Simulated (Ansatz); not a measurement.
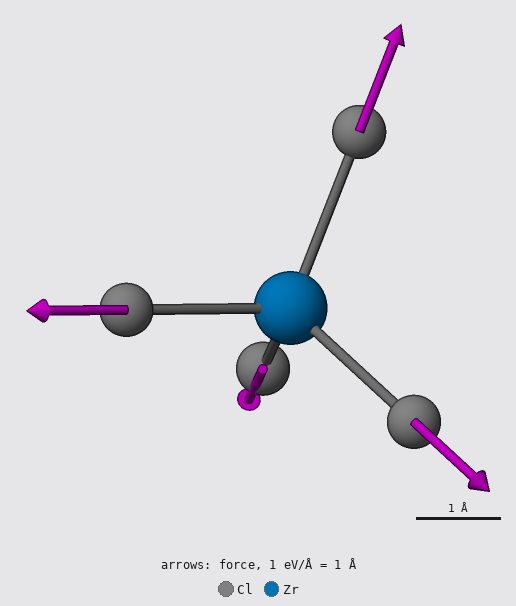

Starting geometry of ZrCl$_{4}$ with the computed forces as purple arrows. Style: ball-and-stick. Shown at a tilt.

The start comes from GFN2-xTB.

The calculation used RKS PBE0-D4/def2-TZVP in Ansatz 0.2.0. Set-up: force threshold 0.005 eV/Å; at most 150 steps.

> Is this structure relaxed? If not, where do the atoms go?

It isn't relaxed: the largest force vector, on Cl atoms, is 1.39 eV/Å. The atoms end up moving mostly along the starting forces (cosine between the two patterns 1.00). The largest moves after the best rigid fit, 0.065 Å, are those of Cl atoms. Largest moves by element: Cl 0.065 Å, Zr 0.001 Å. Near-neighbour distances that change, for instance: Cl–Zr 2.251 → 2.316 Å. Over 3 geometry steps the energy falls by 3.95 kcal/mol. Largest force component: 1.4 eV/Å at the start, 0.00019 eV/Å at the end. The run took 14 s on 4 threads of Arm Neoverse V2, on a shared host.
